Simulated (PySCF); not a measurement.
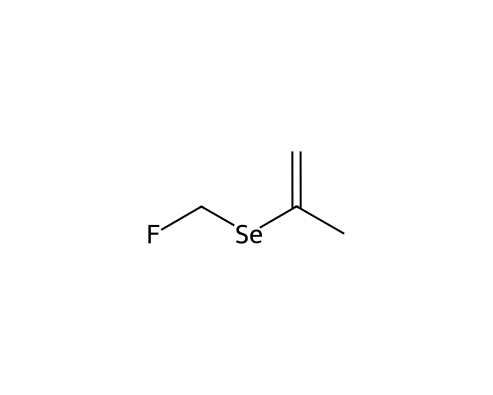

The picture comes from a calculation with PySCF.

2D structure.

**Transcribe the drawing into SMILES.**

C=C(C)[Se]CF

**What is the molecular formula?**

C4H7FSe.

**An optimisation with PBE0-D3(BJ)/def2-SVP gave a structure of which point group?**

C1. Other conformers may differ.
